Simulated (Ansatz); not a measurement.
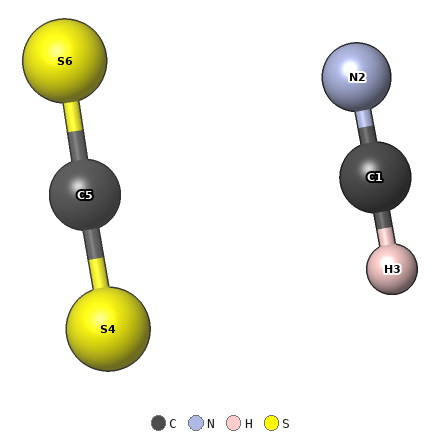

The system is the pair CHN···CS₂; the picture shows the reference structure. The first coordinate is: separation of S6 and N2 along their line in the relaxed pair; the second: sideways slip of C1, N2, H3. Nothing is relaxed (both partners rigid). The scan uses a 13 × 13 grid. Points are written as (first, second). All energies are given in kJ/mol relative to the two partners far apart, frozen as in the relaxed pair, each in its own basis (no counterpoise correction). The restricted reference is unstable at some or all points, so the energies there are unreliable. These are results of Ansatz, RHF-MP2, frozen core/def2-SVPD, not measurements.

Its coordinates:

```yaml
atoms:
  - { symbol: C, position_ang: [-0.1552, 0.0033, -1.6742] }
  - { symbol: N, position_ang: [0.2768, 1.0918, -1.5528] }
  - { symbol: H, position_ang: [-0.5498, -0.9931, -1.7776] }
  - { symbol: S, position_ang: [-0.4324, -1.4892, 1.5404] }
  - { symbol: C, position_ang: [0.1446, -0.0322, 1.6793] }
  - { symbol: S, position_ang: [0.7161, 1.4193, 1.7850] }
```

Range: separation of S6 and N2 along their line in the relaxed pair from 2.841 to 4.841 Å; sideways slip of C1, N2, H3 from −2.20 to 2.20 Å.

> What landscape does the calculation give?

The lowest grid point is at (3.428 Å, 0.00 Å), −14.8 kJ/mol from the two partners far apart, frozen as in the relaxed pair, each in its own basis (no counterpoise correction). It is the only kind of minimum in the scanned range. The highest grid point, (2.841 Å, 2.20 Å), lies 160.9 kJ/mol above the lowest. Round the minimum the valley is somewhat tilted: raising the first coordinate shifts the best value of sideways slip of C1, N2, H3 upwards (coupling k₁₂/√(k₁₁k₂₂) about −0.4).

| second ↓, first → | 2.841 | 2.903 | 3.004 | 3.128 | 3.271 | 3.428 | 3.599 | 3.782 | 3.975 | 4.178 | 4.391 | 4.612 | 4.841 |
| --- | --- | --- | --- | --- | --- | --- | --- | --- | --- | --- | --- | --- | --- |
| 2.20 | 146.1 | 117.8 | 81.3 | 49.4 | 25.1 | 9.1 | −0.5 | −5.3 | −7.1 | −7.1 | −6.4 | −5.4 | −4.4 |
| 1.83 | 119.3 | 95.3 | 64.4 | 37.5 | 17.3 | 4.2 | −3.5 | −7.1 | −8.1 | −7.7 | −6.8 | −5.6 | −4.6 |
| 1.47 | 86.6 | 67.6 | 43.5 | 22.9 | 7.7 | −1.8 | −7.0 | −9.1 | −9.2 | −8.4 | −7.2 | −5.9 | −4.7 |
| 1.10 | 55.6 | 41.4 | 23.7 | 9.0 | −1.4 | −7.4 | −10.3 | −10.9 | −10.3 | −9.0 | −7.5 | −6.0 | −4.7 |
| 0.73 | 30.0 | 20.0 | 7.8 | −2.0 | −8.4 | −11.7 | −12.7 | −12.2 | −10.9 | −9.3 | −7.6 | −6.0 | −4.7 |
| 0.37 | 12.5 | 5.5 | −2.8 | −9.1 | −12.8 | −14.2 | −13.9 | −12.7 | −11.0 | −9.2 | −7.5 | −5.9 | −4.6 |
| 0.00 | 3.3 | −2.0 | −8.0 | −12.3 | −14.5 | −14.8 | −14.0 | −12.4 | −10.6 | −8.8 | −7.1 | −5.7 | −4.4 |
| −0.37 | −0.5 | −4.7 | −9.5 | −12.7 | −14.2 | −14.1 | −13.1 | −11.6 | −9.9 | −8.2 | −6.6 | −5.3 | −4.1 |
| −0.73 | −2.2 | −5.6 | −9.4 | −11.9 | −13.0 | −12.8 | −11.8 | −10.5 | −8.9 | −7.4 | −6.1 | −4.8 | −3.8 |
| −1.10 | −4.0 | −6.5 | −9.2 | −11.0 | −11.7 | −11.4 | −10.5 | −9.3 | −8.0 | −6.7 | −5.4 | −4.3 | −3.4 |
| −1.47 | −6.0 | −7.6 | −9.3 | −10.4 | −10.6 | −10.1 | −9.3 | −8.2 | −7.0 | −5.9 | −4.8 | −3.9 | −3.1 |
| −1.83 | −7.6 | −8.5 | −9.4 | −9.7 | −9.6 | −9.0 | −8.2 | −7.2 | −6.1 | −5.1 | −4.2 | −3.4 | −2.7 |
| −2.20 | −8.5 | −8.8 | −9.1 | −9.0 | −8.6 | −8.0 | −7.1 | −6.2 | −5.3 | −4.5 | −3.7 | −3.0 | −2.4 |

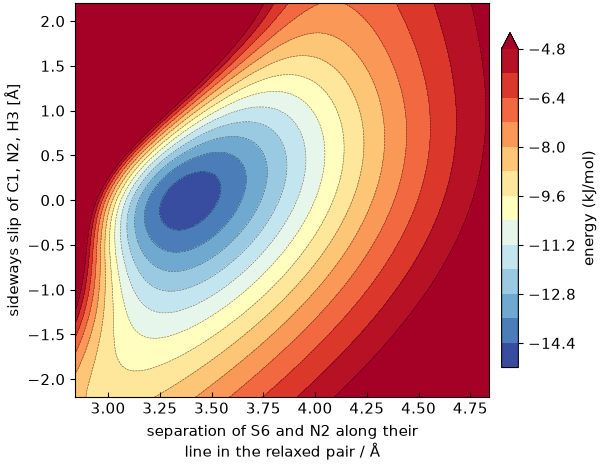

Drawn: filled contours, one colour for all values above the top of the scale. Between grid points the surface is interpolated.

Each point was launched as `ansatz run input.yaml --threads 1 --pin off --max-ram 2560MiB --backend cpu --events-out ev --progress --plain --runs-dir out`. The whole map (169 points run) took 26 min on 1 thread of Arm Neoverse V2, on a shared host.
